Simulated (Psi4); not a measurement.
Process, species as SMILES: [Si-]#[O+] (O-Si) + 3 [H][H] (H2) → O (H2O) + [SiH4] (SiH4)
B3LYP-D3(BJ)/def2-TZVP geometries, fixed; electronic energies without zero-point terms.
Largest species:
```xyz
5

Si     0.0000     0.0000     0.0000
H      0.8756     0.8547     0.8331
H     -0.8222    -0.8655     0.8753
H     -0.8862     0.8545    -0.8220
H      0.8328    -0.8437    -0.8864
```
Charge 0, spin multiplicity 1.

Basis-set convergence of the energy of full hydrogenation at HF with Psi4. Cartesian d functions, on some or all atoms, in 6-31G*, 6-31G**; all else is spherical. Density fitting with the program's default auxiliary sets. Psi4's default fitting sets serve the pcseg sets less well. No added dispersion term, no relativity. Functions are those of the species that has most. Reference: the value in aug-cc-pV(Q+d)Z, -50.40 kcal/mol, itself unsure by roughly 0.24 kcal/mol (its mean distance from def2-QZVPPD, def2-QZVPP, cc-pV(Q+d)Z). Deviations are taken from unrounded values.

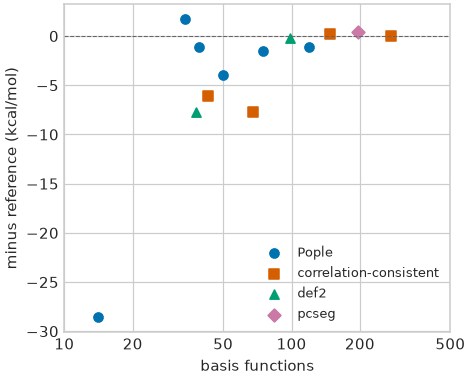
Fig. 1. Deviation from the reference against the number of basis functions, by family of sets.

```json
[
 {"basis": "STO-3G", "functions": "14", "energy of full hydrogenation (kcal/mol)": "-79.00", "minus reference (kcal/mol)": "-28.60"},
 {"basis": "6-31G*", "functions": "34", "energy of full hydrogenation (kcal/mol)": "-48.66", "minus reference (kcal/mol)": "1.74"},
 {"basis": "def2-SVP", "functions": "38", "energy of full hydrogenation (kcal/mol)": "-58.16", "minus reference (kcal/mol)": "-7.76"},
 {"basis": "6-31G**", "functions": "39", "energy of full hydrogenation (kcal/mol)": "-51.55", "minus reference (kcal/mol)": "-1.14"},
 {"basis": "cc-pV(D+d)Z", "functions": "43", "energy of full hydrogenation (kcal/mol)": "-56.47", "minus reference (kcal/mol)": "-6.07"},
 {"basis": "6-311G**", "functions": "50", "energy of full hydrogenation (kcal/mol)": "-54.33", "minus reference (kcal/mol)": "-3.92"},
 {"basis": "aug-cc-pV(D+d)Z", "functions": "68", "energy of full hydrogenation (kcal/mol)": "-58.08", "minus reference (kcal/mol)": "-7.68"},
 {"basis": "6-311++G(2d,2p)", "functions": "75", "energy of full hydrogenation (kcal/mol)": "-51.92", "minus reference (kcal/mol)": "-1.52"},
 {"basis": "def2-TZVPP", "functions": "98", "energy of full hydrogenation (kcal/mol)": "-50.55", "minus reference (kcal/mol)": "-0.15"},
 {"basis": "6-311++G(3df,3pd)", "functions": "119", "energy of full hydrogenation (kcal/mol)": "-51.53", "minus reference (kcal/mol)": "-1.13"},
 {"basis": "aug-cc-pV(T+d)Z", "functions": "147", "energy of full hydrogenation (kcal/mol)": "-50.16", "minus reference (kcal/mol)": "0.25"},
 {"basis": "pcseg-3", "functions": "196", "energy of full hydrogenation (kcal/mol)": "-50.01", "minus reference (kcal/mol)": "0.39"},
 {"basis": "aug-cc-pV(Q+d)Z", "functions": "273", "energy of full hydrogenation (kcal/mol)": "-50.40", "minus reference (kcal/mol)": "0.00"}
]
```
